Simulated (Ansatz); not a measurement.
**CF (SMILES [C]F): levels of theory compared**

Aim: a comparison of 6 runs (U-r2SCAN/STO-3G, U-wB97M-V/STO-3G, RPA@PBE/STO-3G, UBCCD(T)/STO-3G, UCCSDT/STO-3G, UCCSD/STO-3G) of CF. 

Program for the calculation: Ansatz 0.2.0.

51 further runs of the same task are left out: 9 that didn't finish, 42 set aside as unsound or not needed.

## (1) The molecule

The species is CF (2 atoms), meant as a doublet with charge 0. As SMILES, `[C]F`. The F2–C1 distance was set to 1.912 Å, away from the relaxed value.

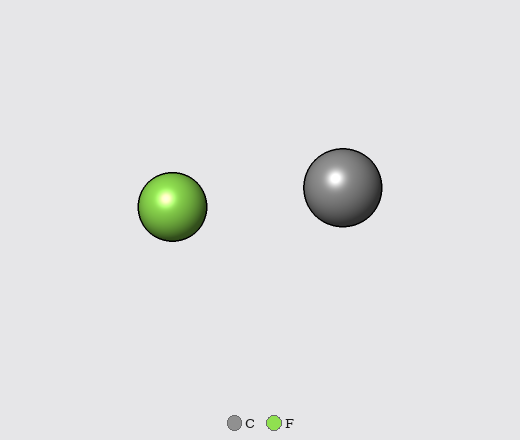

The structure, seen from a chosen angle (carbon grey, fluorine green).

## (2) A single-point energy at U-r2SCAN/STO-3G (run 1)

Contents of input.yaml:

```yaml
crystal:
  periodic: [false, false, false]
  atoms:
    - {symbol: C, position_ang: [0.000000, 0.000000, -0.637200]}
    - {symbol: F, position_ang: [0.000000, 0.000000, 1.274400]}
basis:
  gaussian:
    orbitals: STO-3G
magnetization:
  spin_polarized: true
  initial_magnetization: 1
hamiltonian:
  xc: r2scan
accuracy: high
```

On the command line:

```sh
$ ansatz run input.yaml --threads 1 --pin off --max-ram 2610MiB --events-out events.jsonl --progress --plain --runs-dir runs
```

The log of the run:

```text
Warning: RAYON_NUM_THREADS=1 ignored (pool sized by the plan → 1); use --threads N
Functional definition: r2SCAN
  name "r2SCAN"
  parameter k0 = 0.174
  parameter k1 = 0.065
  parameter a1 = 4.9479
  exchange = r2scan_x(k0 = k0, k1 = k1, a1 = a1)
  correlation = r2scan_c
149 factors; integrals over basis functions are off by at most 3.9e-8 eV
mean field evaluation 1: about -3690.6590 eV, gradient 1.3e1 eV
mean field evaluation 2: about -3519.7174 eV, gradient 1.2e2 eV
mean field evaluation 4: about -3690.4816 eV, gradient 1.4e1 eV
mean field evaluation 8: about -3692.2917 eV, gradient 9.2e-2 eV
mean field evaluation 16: about -3691.8780 eV, gradient 7.1e0 eV
mean field evaluation 32: about -3691.5038 eV, gradient 5.4e0 eV
mean field -3692.24748325 eV, -135.6875923142 hartree, gradient 7.0e-8 eV, S^2 0.944908; 5 other end points of the search recorded, 0 dependent functions left out
reference -3692.24748351 eV, -135.6875923237 hartree; 8, 7 occupied and 2, 3 virtual orbitals, 149 factors
Total energy: -3692.24748351 eV, -135.6875923237 hartree
```

It took 4.8 s on 1 thread of Arm Neoverse N1, shared host; peak memory 0.13 GiB.

## (3) A single-point energy at U-wB97M-V/STO-3G (run 2)

input.yaml, as its differences from that of step 2:

```diff
@@ -12,3 +12,3 @@
 hamiltonian:
-  xc: r2scan
+  xc: {name: wB97M-V}
 accuracy: high
```

On the command line:

```sh
$ ansatz run input.yaml --threads 1 --pin off --max-ram 2610MiB --events-out events.jsonl --progress --plain --runs-dir runs
```

The log of the run (excerpt; [...] marks lines left out):

```text
Warning: RAYON_NUM_THREADS=1 ignored (pool sized by the plan → 1); use --threads N
Functional definition: wB97M-V
  name "wB97M-V"
[...]
  gx(w, u) = 1 - cx + cx01*u + cx10*w
  gss(w, u) = css00 + css04*u^4 + css10*w + css20*w^2 + css43*w^4*u^3
  gos(w, u) = cos00 + cos10*w + (cos20 + cos21*u)*w^2 + (cos60 + cos61*u)*w^6
[...]
      + integral(e_c_pw_mod_opposite_spin*gos(b97_w_opposite, b97_u_opposite)) + vv10(b, c)
149 factors; integrals over basis functions are off by at most 3.9e-8 eV
84 factors; integrals over basis functions are off by at most 1.4e-9 eV
[...]
mean field -3692.98253069 eV, -135.7146048093 hartree, gradient 8.7e-8 eV, S^2 0.893763; 3 other end points of the search recorded, 0 dependent functions left out
reference -3692.98253174 eV, -135.7146048478 hartree; 8, 7 occupied and 2, 3 virtual orbitals, 149 factors
Total energy: -3692.98253174 eV, -135.7146048478 hartree
```

Wall time 14 s (1 thread of Arm Neoverse N1, shared host); peak memory 0.25 GiB.

Runs 3 to 5 aren't shown in full; the table further down has their settings and results.

## (4) A single-point energy at UCCSD/STO-3G (run 6)

Contents of in.yaml:

```yaml
crystal:
  periodic: [false, false, false]
  atoms:
    - {symbol: C, position_ang: [0.000000, 0.000000, -0.637200]}
    - {symbol: F, position_ang: [0.000000, 0.000000, 1.274400]}
basis:
  gaussian: {orbitals: STO-3G}
magnetization: {spin_polarized: true, initial_magnetization: 1}
correlation: {method: ccsd, frozen_orbitals: {C: 1, F: 1}}
accuracy: high
scf: {omitted_lower_state_checks: [cluster_reference, increment]}
```

On the command line:

```sh
$ ansatz run in.yaml --threads 1 --pin off --max-ram 2610MiB --events-out events.jsonl --progress --plain --runs-dir runs
```

The log of the run:

```text
Warning: RAYON_NUM_THREADS=1 ignored (pool sized by the plan → 1); use --threads N
[... 19 lines left out ...]
2 core orbitals not correlated: weight in the atoms' cores, before any rotation towards them, 1.000 or more for the frozen orbitals, at most 0.000 for the correlated occupied ones
[... 57 lines left out ...]
Total energy: -3680.57180292 eV, -135.2585189760 hartree
Checks for a lower state left out: cluster_reference, increment
```

It took 0.58 s on 1 thread of Arm Neoverse N1, shared host.

## (5) All runs side by side

```
run             level  frozen core orbitals  energy (Eh)   ⟨S²⟩  wall time
  1   U-r2SCAN/STO-3G                     –  -135.687592  0.945      4.8 s
  2  U-wB97M-V/STO-3G                     –  -135.714605  0.894       14 s
  3    RPA@PBE/STO-3G                     2  -135.326087  0.867      3.9 s
  4   UBCCD(T)/STO-3G                     2  -135.253267  1.498     0.81 s
  5     UCCSDT/STO-3G                     2  -135.263468  1.498      1.4 s
  6      UCCSD/STO-3G                     2  -135.258519  1.498     0.58 s
```

## (6) Summary of results

| quantity | value |
| --- | --- |
| run 6: total energy | -135.25852 Eh |
| run 6: correlation energy (2 core orbitals frozen) | -64.1 mEh |
| run 6: ⟨S²⟩ of the reference determinant | 1.498 |
| run 6: T1 diagnostic | 0.093 |

In words: Totals of different functionals can't be ranked against each other. In runs 1, 2, 3, 4, 5, 6 the basis is minimal, so the values are rough. Spin contamination of the reference: run 4 ⟨S²⟩ = 1.50, run 5 ⟨S²⟩ = 1.50, run 6 ⟨S²⟩ = 1.50, run 1 ⟨S²⟩ = 0.94, run 2 ⟨S²⟩ = 0.89, run 3 ⟨S²⟩ = 0.87. Where it is this large, the reference is a mixture of spin states, and values that rest on it are in doubt. All runs together took 25 s, the longest 14 s.
